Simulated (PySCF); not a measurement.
Consider C4H6ClFSi (charge +1, doublet).

```yaml
atoms:
  - { symbol: F, position_ang: [1.0413, 2.4637, 0.2735] }
  - { symbol: C, position_ang: [0.9705, 1.2469, -0.1991] }
  - { symbol: C, position_ang: [1.8451, 0.3376, -0.7318] }
  - { symbol: C, position_ang: [1.0185, -0.1125, 0.3922] }
  - { symbol: Si, position_ang: [-0.5031, -1.3051, 0.0977] }
  - { symbol: C, position_ang: [-1.7274, 0.0637, -0.5481] }
  - { symbol: Cl, position_ang: [-0.8676, 1.4294, -1.2711] }
  - { symbol: H, position_ang: [2.5797, 0.0968, -1.4615] }
  - { symbol: H, position_ang: [1.4817, -0.2900, 1.3596] }
  - { symbol: H, position_ang: [-0.1622, -2.2448, -0.9634] }
  - { symbol: H, position_ang: [-0.9542, -1.8171, 1.3840] }
  - { symbol: H, position_ang: [-2.3481, 0.4643, 0.2530] }
  - { symbol: H, position_ang: [-2.3786, -0.3323, -1.3252] }
```

Geometry: GFN2-xTB.

Method: UKS B3LYP, pcH-1 on C Cl F H Si, non-relativistic, mean-field spin-orbit, GIAO (PySCF).

**What can the converged electron density, electron localisation function and spin density tell about the bonding?**

C–Si (1.96 Å): ρ is about 0.71 e/Å³ halfway; the ELF peaks at about 0.95 between the atoms; localised, covalent bonding.
C–C (1.48 Å): the density is about 1.5 e/Å³ at the midpoint; the ELF peaks at about 0.70 between the atoms.
The unpaired spin (1 electron) lies mostly on C3 (about 0.5), C4 (about 0.1), C2 (about 0.1), Si5 (about 0.1) and Cl7 (about 0.1), in electrons by Hirshfeld's partition.

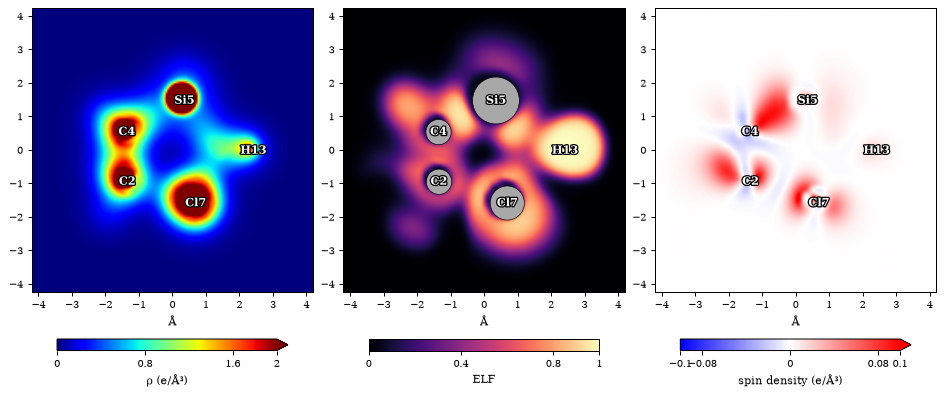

Computed electron density, electron localisation function and spin density on the plane of atoms C2, C4 and Si5, in this order. Grey discs cover the atomic cores in the ELF map. 
